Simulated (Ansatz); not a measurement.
Partial pair distribution functions of a relaxed model of amorphous Ti₂₀Si₅N₂₅, broadened by 0.06 Å; density 4.64 g/cm³. All values below come from PBE, scalar-relativistic without spin-orbit coupling (plane waves to 420 eV, PAW; Ansatz, a program for electronic structure). The usual formal charges leave 25 electrons over, so the level spacing at the Fermi energy parts defect or band states and needn't be the band gap.

Preparation: random packing, a CHGNet melt and quench, and a DFT relaxation. N atoms were pushed apart under 1.9 Å during the dynamics, to hinder bonds among them. The hot cell started wider than the set density and was brought back towards it in steps. It is the lowest in DFT energy of 2 quenches. It is a model cell: composition and starting density were chosen by hand, and all elements were melted together. No dispersion term was used. Its density started from a set value of 4.66 and ended at 4.64 g/cm³. The simulated quench (nominally 450 K/ps over its main leg) is rapid and tends to freeze in more defects than a deposited or slowly cooled glass has. One small periodic cell is one sample of the glass; other quenches scatter about these values. Volume and shape were free in the relaxation. On a 2×2×2 Γ-centred mesh force components of up to 0.36 eV/Å stay, since the relaxation ran on one k-point at (1/4, 1/4, 1/4).

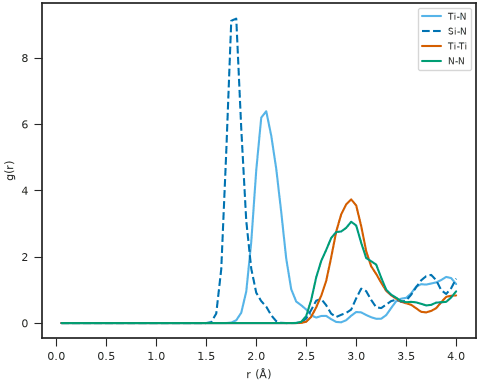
Fig. 1. Partial pair distribution functions

Highest peaks under 4.5 Å: Ti-N near 2.10 Å, Si-N near 1.80 Å, Ti-Ti near 2.95 Å, N-N near 2.95 Å; pairs of few atoms are noisy.

Within 2.80 Å each Ti has 5.60 N neighbours on average.
